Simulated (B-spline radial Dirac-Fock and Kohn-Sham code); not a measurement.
**An X-ray data sheet for Ce⁺, step by step**

Aim: for cerium as Ce⁺, compute the binding energy of each subshell and the widths and yields of its core holes.

The numbers are computed with B-spline radial Dirac-Fock and Kohn-Sham code (version 3): a free atom or ion on a radial basis; each step names its model.

### 1 What is computed

Cerium as Ce⁺ in the configuration [Xe] 4f1 5d2, inside a Watson sphere of charge -1 and radius 2 Å (a model of the Madelung potential; inside it an electron's potential energy is raised by 7.2 eV).

| Property | Result |
| --- | --- |
| nuclear charge | 58 |
| electrons | 57 |
| mass number | 140 |
| nuclear rms radius | 4.8771 fm |

### 2 Binding energies

Model: Dirac-Fock average of configuration, Delta-SCF, finite nucleus, first-order Breit with its frequency dependence, self-energy and vacuum polarisation.

Settings, as recorded:

```ini
task = binding
Z = 58
charge = 1
configuration = 1s2 2s2 2p6 3s2 3p6 3d10 4s2 4p6 4d10 4f1 5s2 5p6 5d2
mass_number = 140
rms_radius = 4.8771  # fm
watson_charge = -1  # e
watson_radius = 2.0  # A
```

Main fields of the result record, rounded:

```text
{
  "status": "converged",
  "shells": ["K", "L1", "L2", "L3", "M1", "M2", "M3", "M4", "M5", "N1", "N2", "N3", "N4", "N5", "N6,7", "O1", "O2", "O3", "O4,5"],
  "total_energy_parts [Ha]": [-8845.83209, 8.25611501, -0.86059592, -0.0943670962, 5.6752547, -0.814196661],
  "koopmans [eV]": [40676.4, 6619.05, 6232.53, 5784.47, 1470.03, 1305.58, 1215.45, 931.518, 912.436, 315.623, 252.205, 232.698, 126.554, 123.097, 11.9743, 48.5744, 29.1252, 26.1736, 3.73743],
  "dirac_coulomb [eV]": [40603.9, 6578.99, 6188.61, 5742.24, 1450.82, 1285.72, 1196.29, 910.492, 891.696, 307.357, 244.158, 224.983, 119.321, 115.981, 7.1231, 46.121, 27.0172, 24.2292, 3.23503],
  "gaunt [eV]": [-112.57, -10.933, -19.3119, -13.7595, -1.63924, -3.11773, -2.04471, -1.03514, -0.571377, -0.269137, -0.550371, -0.318407, -0.063447, 0.0213675, 0.134357, -0.0363108, -0.0665723, -0.0326441, 0.00590204],
  "retardation [eV]": [8.31401, 0.792353, 2.15409, 2.14869, 0.0929502, 0.333705, 0.334654, 0.0721119, 0.0704263, 0.0138932, 0.0620401, 0.0617289, 0.00165682, 0.00162017, -0.0190603, 0.00112226, 0.00707267, 0.00706464, -0.000815458],
  "breit_frequency [eV]": [1.14389, -0.107784, -0.00278308, 0.49464, -0.028021, -0.0216592, 0.0889318, -0.0142821, -0.00490507, -0.00720683, -0.00630454, 0.0180033, -0.00368515, -0.00187044, -0.00171749, -0.00130572, -0.00110733, 0.00246486, -0.000242326],
  "self_energy [eV]": [-62.2, -8.01864, 0.403825, -0.32406, -1.70185, 0.0784812, -0.0588878, 0.156412, 0.100866, -0.376499, 0.0267336, -0.00316967, 0.0364457, 0.0263127, 0.0176563, -0.0634867, 0.00485112, 0.000605559, 0.00195393],
  "vacuum_polarisation [eV]": [9.29328, 1.11252, -0.00936532, -0.054328, 0.228486, -0.00423946, -0.0147, -0.0146376, -0.0142416, 0.0508707, -0.00180156, -0.00407768, -0.00350501, -0.00341228, -0.0017612, 0.00860789, -0.00033883, -0.000687773, -0.000200385],
  "binding [eV]": [40447.8, 6561.83, 6171.84, 5730.75, 1447.77, 1282.99, 1194.6, 909.656, 891.276, 306.769, 243.688, 224.737, 119.289, 116.025, 7.25257, 46.0296, 26.9611, 24.206, 3.24163],
  "mean_radius [bohr]": [0.0245684, 0.104627, 0.0880433, 0.0942036, 0.277094, 0.267313, 0.279183, 0.250639, 0.25438, 0.636884, 0.656557, 0.681954, 0.73934, 0.748923, 1.04932, 1.54365, 1.7218, 1.79851, 3.25698]
}
```

total_energy_parts: Dirac-Coulomb, Gaunt, retardation, frequency dependence, self-energy, vacuum polarisation. 

The binding energies by parts, in eV; the parts add up.

| level | -ε | relaxation | Breit | QED | binding |
| --- | --- | --- | --- | --- | --- |
| 1s | 40676.4 | -72.53 | -103.11 | -52.91 | 40447.8 |
| 2s | 6619.1 | -40.06 | -10.25 | -6.91 | 6561.8 |
| 2p1/2 | 6232.5 | -43.93 | -17.16 | 0.39 | 6171.8 |
| 2p3/2 | 5784.5 | -42.23 | -11.12 | -0.38 | 5730.7 |
| 3s | 1470.0 | -19.21 | -1.57 | -1.47 | 1447.8 |
| 3p1/2 | 1305.6 | -19.86 | -2.81 | 0.07 | 1283.0 |
| 3p3/2 | 1215.4 | -19.15 | -1.62 | -0.07 | 1194.6 |
| 3d3/2 | 931.5 | -21.03 | -0.98 | 0.14 | 909.7 |
| 3d5/2 | 912.4 | -20.74 | -0.51 | 0.09 | 891.3 |
| 4s | 315.6 | -8.27 | -0.26 | -0.33 | 306.8 |
| 4p1/2 | 252.2 | -8.05 | -0.49 | 0.02 | 243.7 |
| 4p3/2 | 232.7 | -7.72 | -0.24 | -0.01 | 224.7 |
| 4d3/2 | 126.6 | -7.23 | -0.07 | 0.03 | 119.3 |
| 4d5/2 | 123.1 | -7.12 | 0.02 | 0.02 | 116.0 |
| 4f | 11.97 | -4.85 | 0.11 | 0.02 | 7.25 |
| 5s | 48.57 | -2.45 | -0.04 | -0.05 | 46.03 |
| 5p1/2 | 29.13 | -2.11 | -0.06 | 0.00 | 26.96 |
| 5p3/2 | 26.17 | -1.94 | -0.02 | 0.00 | 24.21 |
| 5d | 3.74 | -0.50 | 0.00 | 0.00 | 3.24 |

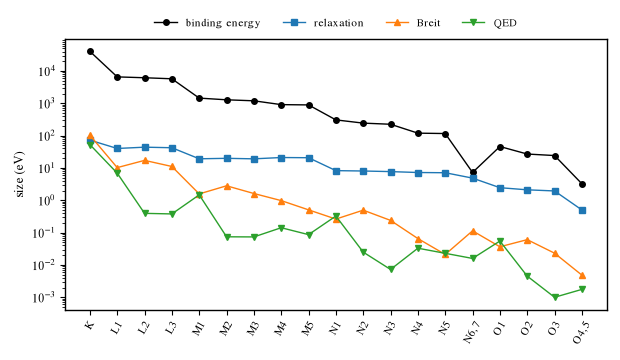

Binding energies and the sizes of their corrections, level by level (signs dropped).

Line energies follow by subtraction:

| line | energy (eV) |
| --- | --- |
| Kβ2' (K-N3) | 40223.1 |
| Kβ2'' (K-N2) | 40204.1 |
| Kβ1 (K-M3) | 39253.2 |
| Kβ3 (K-M2) | 39164.8 |
| Kα1 (K-L3) | 34717.1 |
| Kα2 (K-L2) | 34276.0 |
| Lγ4 (L1-O3) | 6537.6 |
| Lγ3 (L1-N3) | 6337.1 |
| Lγ2 (L1-N2) | 6318.1 |
| Lγ1 (L2-N4) | 6052.6 |
| Lγ5 (L2-N1) | 5865.1 |
| Lβ7 (L3-O1) | 5684.7 |
| Lβ2 (L3-N5) | 5614.7 |
| Lβ15 (L3-N4) | 5611.5 |

### 3 Widths and yields

Model: independent-particle rates: relativistic LDA orbitals of the hole state, multipoles to L = 3 (length form), Coulomb Auger matrix elements with a Latter-tail continuum; energies from Dirac-Fock.

The run's settings:

```ini
task = decay
holes = ["K", "L1", "L2", "L3", "M1", "M2", "M3", "M4", "M5", "N1", "N2", "N3", "N4", "N5"]
```

Main fields of the result record, rounded:

```text
{
  "status": "converged",
  "K": {
    "width_radiative": 13.488,
    "width_radiative_velocity": 13.798,
    "width_nonradiative": 1.3017,
    "coster_kronig": {},
    "radiative": [["L3", 34717.0, 7.0897], ["L2", 34276.0, 3.87], ["M3", 39253.0, 1.3216], ["M2", 39165.0, 0.68003], ["N3", 40223.0, 0.2867], ["N2", 40204.0, 0.14678]],
    "auger": [["L2L3", 28370.0, 0.33764], ["L3L3", 28815.0, 0.15918], ["L1L3", 28013.0, 0.13995], ["L1L2", 27566.0, 0.11186], ["L1L1", 27168.0, 0.085872], ["L2M3", 33015.0, 0.056933]]
  },
  "L1": {
    "width_radiative": 0.24554,
    "width_radiative_velocity": 0.24568,
    "width_nonradiative": 3.7235,
    "coster_kronig": {"L2": 0.79359, "L3": 1.3102},
    "radiative": [["M3", 5367.2, 0.11319], ["M2", 5278.8, 0.074326], ["N3", 6337.1, 0.027248], ["N2", 6318.1, 0.017289], ["O3", 6537.6, 0.0043661], ["O2", 6534.9, 0.0028026]],
    "auger": [["L3N5", 691.56, 0.33449], ["M4M5", 4706.0, 0.29199], ["L3N4", 687.6, 0.26069], ["L3N1", 497.38, 0.26039], ["L2N1", 56.187, 0.21136], ["L3N3", 580.91, 0.20428]]
  },
  "L2": {
    "width_radiative": 0.40765,
    "width_radiative_velocity": 0.41565,
    "width_nonradiative": 3.0585,
    "coster_kronig": {"L3": 0.60855},
    "radiative": [["M4", 5262.2, 0.33786], ["N4", 6052.6, 0.05722], ["M1", 4724.1, 0.0088525], ["N1", 5865.1, 0.0021079], ["O4", 6168.5, 0.00099151], ["O1", 6125.8, 0.00039671]],
    "auger": [["M4M5", 4316.0, 0.63064], ["M2M3", 3647.2, 0.24205], ["L3N4", 297.6, 0.23715], ["M2M5", 3946.1, 0.22305], ["M3M4", 4017.8, 0.17096], ["L3N2", 170.46, 0.16145]]
  },
  "L3": {
    "width_radiative": 0.38193,
    "width_radiative_velocity": 0.38731,
    "width_nonradiative": 2.8313,
    "coster_kronig": {},
    "radiative": [["M5", 4839.5, 0.28218], ["N5", 5614.7, 0.046627], ["M4", 4821.1, 0.031867], ["M1", 4283.0, 0.011702], ["N4", 5611.5, 0.0052096], ["N1", 5424.0, 0.0027393]],
    "auger": [["M4M5", 3874.9, 0.59475], ["M5M5", 3894.7, 0.396], ["M3M5", 3598.3, 0.30496], ["M3M4", 3576.7, 0.2045], ["M3M3", 3294.3, 0.19213], ["M2M3", 3206.1, 0.14214]]
  },
  "M1": {
    "width_radiative": 0.0075591,
    "width_radiative_velocity": 0.0072681,
    "width_nonradiative": 11.524,
    "coster_kronig": {"M2": 3.5071, "M3": 4.907, "M4": 1.0453, "M5": 1.4826},
    "radiative": [["N3", 1223.0, 0.0032819], ["N2", 1204.1, 0.0025352], ["O3", 1423.6, 0.00060091], ["M3", 253.17, 0.00058022], ["O2", 1420.8, 0.00045482], ["M2", 164.78, 7.6033e-05]],
    "auger": [["M3N3", 5.0107, 1.7917], ["M2N5", 26.138, 1.6486], ["M3N5", 114.74, 1.2159], ["M2N4", 22.854, 1.1751], ["M3N4", 111.12, 0.83651], ["M5N1", 224.16, 0.65302]]
  },
  "M2": {
    "width_radiative": 0.0075564,
    "width_radiative_velocity": 0.0072756,
    "width_nonradiative": 5.806,
    "coster_kronig": {"M3": 0.23516, "M4": 3.7009, "M5": 1.2096},
    "radiative": [["N4", 1163.7, 0.0047918], ["M4", 373.34, 0.0014681], ["N1", 976.22, 0.0010028], ["O1", 1237.0, 0.00019442], ["O4", 1279.7, 9.4193e-05], ["N3", 1058.3, 2.9312e-06]],
    "auger": [["M4N3", 124.34, 1.0091], ["M5N2", 122.86, 0.8269], ["M4N1", 40.969, 0.72442], ["M4N2", 104.87, 0.70566], ["M4N5", 234.46, 0.33068], ["M4N4", 231.78, 0.29113]]
  },
  "M3": {
    "width_radiative": 0.0076318,
    "width_radiative_velocity": 0.0073686,
    "width_nonradiative": 5.939,
    "coster_kronig": {"M4": 1.1246, "M5": 4.1125},
    "radiative": [["N5", 1078.6, 0.004688], ["N1", 887.83, 0.0012296], ["M5", 303.32, 0.00073764], ["N4", 1075.3, 0.00056954], ["O1", 1148.6, 0.00023571], ["O5", 1191.4, 8.9127e-05]],
    "auger": [["M5N3", 54.543, 1.5699], ["M5N2", 34.468, 0.85812], ["M4N3", 35.944, 0.69225], ["M5N5", 164.99, 0.58726], ["M5N4", 160.96, 0.36176], ["M5O3", 267.76, 0.19758]]
  },
  "M4": {
    "width_radiative": 0.00094624,
    "width_radiative_velocity": 0.00098483,
    "width_nonradiative": 0.78901,
    "coster_kronig": {"M5": 0.016784},
    "radiative": [["N6", 902.24, 0.00044726], ["N2", 665.97, 0.00037354], ["O2", 882.7, 5.944e-05], ["N3", 684.92, 5.6364e-05], ["O3", 885.45, 8.8429e-06], ["N4", 790.37, 4.4612e-07]],
    "auger": [["N4N5", 655.59, 0.23827], ["N3N4", 546.59, 0.1392], ["N4N4", 652.59, 0.11587], ["N1N4", 464.48, 0.076504], ["N2N4", 529.91, 0.063202], ["N4O3", 754.94, 0.02092]]
  },
  "M5": {
    "width_radiative": 0.00085141,
    "width_radiative_velocity": 0.00088305,
    "width_nonradiative": 0.78755,
    "coster_kronig": {},
    "radiative": [["N7", 884.15, 0.00041655], ["N3", 666.54, 0.00035695], ["O3", 867.07, 5.5979e-05], ["N6", 883.86, 2.1173e-05], ["N5", 775.25, 4.837e-07], ["N4", 771.99, 1.2498e-07]],
    "auger": [["N5N5", 640.79, 0.1928], ["N4N5", 637.21, 0.16696], ["N3N5", 532.97, 0.12965], ["N1N5", 449.48, 0.081952], ["N2N5", 512.06, 0.078919], ["N5O3", 739.9, 0.019656]]
  },
  "N1": {
    "width_radiative": 0.00023567,
    "width_radiative_velocity": 0.00020372,
    "width_nonradiative": 8.177,
    "coster_kronig": {"N2": 2.3996, "N3": 3.8648, "N4": 0.90255, "N5": 0.85801, "N6": 0.023246, "N7": 0.029177},
    "radiative": [["N3", 82.032, 0.00010882], ["O2", 279.81, 5.3333e-05], ["O3", 282.56, 4.9316e-05], ["N2", 63.08, 2.4037e-05], ["N5", 190.74, 9.7119e-08], ["N4", 187.48, 5.864e-08]],
    "auger": [["N3O3", 46.726, 1.2865], ["N2O3", 27.613, 1.0004], ["N3O2", 43.47, 0.91152], ["N3O1", 23.496, 0.91127], ["N2O1", 4.5199, 0.5932], ["N2O2", 24.861, 0.45584]]
  },
  "N2": {
    "width_radiative": 0.00047355,
    "width_radiative_velocity": 0.00039469,
    "width_nonradiative": 3.2896,
    "coster_kronig": {"N3": 0.03277, "N4": 2.4754, "N5": 0.62115, "N6": 0.026363, "N7": 0.03072},
    "radiative": [["N4", 124.4, 0.00040554], ["O1", 197.66, 6.7275e-05], ["O4", 240.37, 6.8749e-07], ["O3", 219.48, 2.5631e-08], ["N6", 236.27, 2.3397e-08], ["N3", 18.951, 4.2498e-11]],
    "auger": [["N4O3", 88.972, 0.75839], ["N4O1", 65.88, 0.54247], ["N4N7", 100.42, 0.42731], ["N4O2", 86.021, 0.38441], ["N5O2", 89.134, 0.36259], ["N4N6", 100.9, 0.20197]]
  },
  "N3": {
    "width_radiative": 0.00036633,
    "width_radiative_velocity": 0.00029898,
    "width_nonradiative": 3.6797,
    "coster_kronig": {"N4": 0.67832, "N5": 2.8293, "N6": 0.02583, "N7": 0.038552},
    "radiative": [["N5", 108.71, 0.00026031], ["O1", 178.71, 7.8059e-05], ["N4", 105.45, 2.6175e-05], ["O5", 221.54, 1.4933e-06], ["O4", 221.42, 2.4023e-07], ["N7", 217.61, 1.5467e-08]],
    "auger": [["N5O3", 73.358, 0.91923], ["N5O1", 50.204, 0.59838], ["N5O2", 70.182, 0.57217], ["N4O3", 70.02, 0.35426], ["N5N7", 85.363, 0.27019], ["N5N6", 84.523, 0.26668]]
  },
  "N4": {
    "width_radiative": 4.6608e-05,
    "width_radiative_velocity": 4.6317e-05,
    "width_nonradiative": 0.26921,
    "coster_kronig": {"N6": 0.12291, "N7": 0.024059},
    "radiative": [["N6", 111.87, 2.2952e-05], ["O2", 92.328, 2.0258e-05], ["O3", 95.083, 3.3973e-06], ["O1", 73.259, 3.5563e-10], ["O4", 115.98, 2.1514e-10], ["O5", 116.09, 8.5761e-11]],
    "auger": [["N6O3", 76.636, 0.048773], ["N6O1", 53.656, 0.032957], ["N6O2", 73.674, 0.027609], ["O2O3", 58.38, 0.021744], ["O1O1", 15.601, 0.016258], ["O1O3", 39.841, 0.015444]]
  },
  "N5": {
    "width_radiative": 4.2164e-05,
    "width_radiative_velocity": 4.1796e-05,
    "width_nonradiative": 0.27492,
    "coster_kronig": {"N6": 0.021797, "N7": 0.12726},
    "radiative": [["N7", 108.89, 2.0651e-05], ["O3", 91.819, 2.0489e-05], ["N6", 108.61, 1.0236e-06], ["O1", 69.996, 3.0842e-10], ["O5", 112.83, 2.2426e-10], ["O4", 112.71, 6.0289e-11]],
    "auger": [["N7O3", 73.711, 0.046905], ["N7O1", 50.685, 0.032602], ["N7O2", 70.591, 0.032089], ["O1O3", 36.578, 0.022676], ["O2O3", 55.116, 0.019012], ["O1O1", 12.338, 0.018367]]
  }
}
```

All in eV. For each hole the six strongest lines (shell, energy, width) and Auger groups (final holes, energy, width) are shown.

How each hole decays (widths in eV):

| hole | radiative | Auger | Coster-Kronig | total | yield | lifetime (fs) |
| --- | --- | --- | --- | --- | --- | --- |
| K (1s) | 13.5 | 1.30 | 0 | 14.8 | 0.912 | 0.0445 |
| L1 (2s) | 0.246 | 1.62 | 2.10 | 3.97 | 0.0619 | 0.166 |
| L2 (2p1/2) | 0.408 | 2.45 | 0.609 | 3.47 | 0.118 | 0.190 |
| L3 (2p3/2) | 0.382 | 2.83 | 0 | 3.21 | 0.119 | 0.205 |
| M1 (3s) | 0.00756 | 0.582 | 10.9 | 11.5 | 6.56e-04 | 0.0571 |
| M2 (3p1/2) | 0.00756 | 0.660 | 5.15 | 5.81 | 0.00130 | 0.113 |
| M3 (3p3/2) | 0.00763 | 0.702 | 5.24 | 5.95 | 0.00128 | 0.111 |
| M4 (3d3/2) | 9.46e-04 | 0.772 | 0.0168 | 0.790 | 0.00120 | 0.833 |
| M5 (3d5/2) | 8.51e-04 | 0.788 | 0 | 0.788 | 0.00108 | 0.835 |
| N1 (4s) | 2.36e-04 | 0.0995 | 8.08 | 8.18 | 2.88e-05 | 0.0805 |
| N2 (4p1/2) | 4.74e-04 | 0.103 | 3.19 | 3.29 | 1.44e-04 | 0.200 |
| N3 (4p3/2) | 3.66e-04 | 0.108 | 3.57 | 3.68 | 9.95e-05 | 0.179 |
| N4 (4d3/2) | 4.66e-05 | 0.122 | 0.147 | 0.269 | 1.73e-04 | 2.44 |
| N5 (4d5/2) | 4.22e-05 | 0.126 | 0.149 | 0.275 | 1.53e-04 | 2.39 |

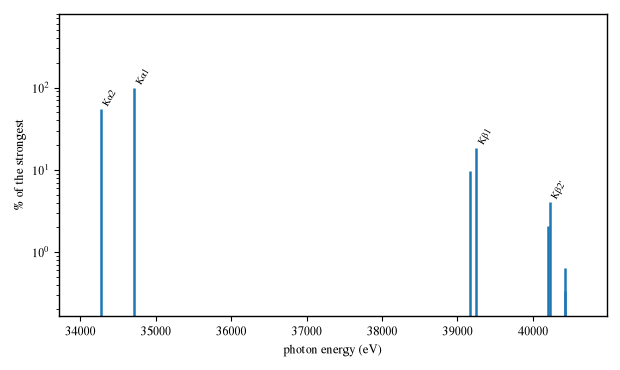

Emission lines that fill the K hole.

### 4 Summary of results

```
                    quantity                   value
deepest level listed, K (1s)              40447.8 eV
      least bound, O4,5 (5d)                 3.24 eV
                         Kα1              34717.1 eV
        K hole: width, yield          14.8 eV, 0.912
                its lifetime               0.0445 fs
          its strongest line  Kα1 (K-L3), 34717.1 eV
```

In words: The K (1s) level lies 72.5 eV under Koopmans' value by relaxation alone; Breit gives -103.11 and QED -52.91 eV. With a yield of 0.91, X-ray emission is the main way out for the K hole, in 0.045 fs. Coster-Kronig decay rules L1, M1, M2, M3, N1, N2, N3, N4 and N5, where this model's widths can be far from the measured ones. The Hartree-Fock and Dirac-Fock values hold no electron correlation.
